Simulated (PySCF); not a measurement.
C2H12GeO5Si2, SMILES C[Si](C)([O][GeH3])O[Si](O)(O)O, singlet at its GFN2-xTB optimised geometry (Å):

```
22

Si    -2.2426     0.4740     0.0000
O     -2.8018    -0.2309    -1.3441
O     -2.7792    -0.3268     1.2943
O     -2.7403     2.0132     0.0000
O     -0.6000     0.4740     0.0000
Si     0.5025    -0.6680     0.3059
C      0.8297    -1.7363    -1.2287
C      2.0469     0.1837     0.9986
O     -0.1639    -1.6348     1.4656
Ge     0.4404    -2.8030     2.5960
H     -2.7990     0.2699    -2.1550
H     -2.2196    -1.0488     1.5839
H     -2.5283     2.5651     0.7473
H      1.4946    -2.5651    -1.0021
H      1.2822    -1.1548    -2.0251
H     -0.1005    -2.1493    -1.6094
H      2.5104     0.8372     0.2685
H      2.7792    -0.5631     1.2932
H      1.8099     0.7802     1.8750
H      1.2804    -2.0880     3.6126
H      1.2534    -3.8192     1.8482
H     -0.8087    -3.3803     3.1837
```

Method: PySCF with CAM-B3LYP/def2-SVP. Cells within 0.4 Å of a nucleus heavier than hydrogen are left out (blank, or x).

Map of the electron localisation function on the plane z = 0.8 Å:

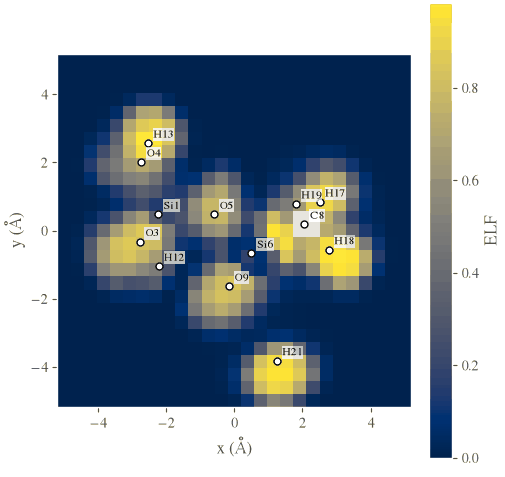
Fig. 1. Electron localisation function on the plane z = 0.8 Å.
